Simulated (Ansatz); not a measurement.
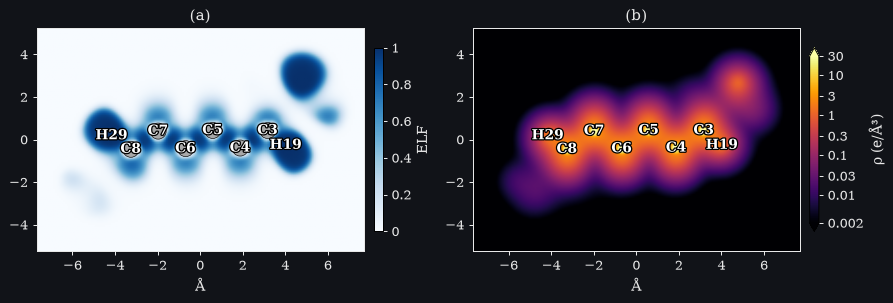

Figure 1: C$_{8}$H$_{20}$O$_{3}$Si. (a) electron localisation function; (b) total electron density on the plane of atoms C5, C6 and C7. Grey discs cover the atomic cores in the ELF map.

Geometry: PBE-D4/def2-SVP; not at a stationary point (largest force 1.1 eV/Å).

All numbers below come from Ansatz 0.2.0, RKS PBE0-D4/def2-TZVP.

The calculation's input:

```
crystal:
  periodic: [false, false, false]
  atoms:
    - {symbol: C, position_ang: [-4.937001, 0.648185, -1.253445]}
    - {symbol: C, position_ang: [-3.421105, 0.488864, -1.128676]}
    - {symbol: C, position_ang: [-2.992383, -0.929128, -0.731658]}
    - {symbol: C, position_ang: [-1.475628, -1.148983, -0.655737]}
    - {symbol: C, position_ang: [-0.760518, -0.352912, 0.441476]}
    - {symbol: C, position_ang: [0.740753, -0.638389, 0.523075]}
    - {symbol: C, position_ang: [1.457021, 0.153669, 1.622744]}
    - {symbol: C, position_ang: [2.975764, -0.096791, 1.680711]}
    - {symbol: Si, position_ang: [3.965859, 0.611329, 0.253994]}
    - {symbol: O, position_ang: [5.582840, 0.154573, 0.355625]}
    - {symbol: O, position_ang: [3.715735, 2.264059, 0.329182]}
    - {symbol: O, position_ang: [3.510835, 0.122411, -1.286074]}
    - {symbol: H, position_ang: [-5.221397, 1.680460, -1.542372]}
    - {symbol: H, position_ang: [-5.446884, 0.418105, -0.294039]}
    - {symbol: H, position_ang: [-5.354463, -0.040098, -2.018658]}
    - {symbol: H, position_ang: [-2.934402, 0.756934, -2.093712]}
    - {symbol: H, position_ang: [-3.034401, 1.220757, -0.386236]}
    - {symbol: H, position_ang: [-3.451126, -1.187415, 0.250753]}
    - {symbol: H, position_ang: [-3.426212, -1.649040, -1.461297]}
    - {symbol: H, position_ang: [-1.017844, -0.902348, -1.640984]}
    - {symbol: H, position_ang: [-1.275800, -2.232148, -0.497400]}
    - {symbol: H, position_ang: [-0.909460, 0.737453, 0.277904]}
    - {symbol: H, position_ang: [-1.236348, -0.575517, 1.424538]}
    - {symbol: H, position_ang: [0.899972, -1.727927, 0.697199]}
    - {symbol: H, position_ang: [1.217094, -0.422642, -0.458426]}
    - {symbol: H, position_ang: [1.273744, 1.240573, 1.473219]}
    - {symbol: H, position_ang: [0.999565, -0.097974, 2.605644]}
    - {symbol: H, position_ang: [3.188461, -1.187010, 1.751673]}
    - {symbol: H, position_ang: [3.400504, 0.352070, 2.606813]}
    - {symbol: H, position_ang: [5.977574, 0.254884, 1.238878]}
    - {symbol: H, position_ang: [3.992326, 2.739626, -0.473827]}
    - {symbol: H, position_ang: [3.996917, -0.655631, -1.610898]}
basis:
  gaussian: {orbitals: def2-TZVP, initial_orbitals: start.molden}
hamiltonian: {xc: pbe0, dispersion: d4}
scf: {omitted_lower_state_checks: [starts]}
output: {forces: true, orbitals: {seedname: orbitals}}
```

Launched as:

```sh
ansatz run in.yaml --threads 4 --pin off --events-out ev --progress --plain --max-ram 6963MiB
```

> What does the map show?

The plane passes through C and H nuclei.
C–C (1.53 Å): ρ is about 1.6 e/Å³ halfway; the ELF peaks at about 0.95 between the atoms: a covalent bond.
C–H (1.11 Å): ρ at the midpoint is about 1.9 e/Å³; the ELF climbs to about 1 towards the hydrogen, as it does in any bond to H; a covalent bond by its length.
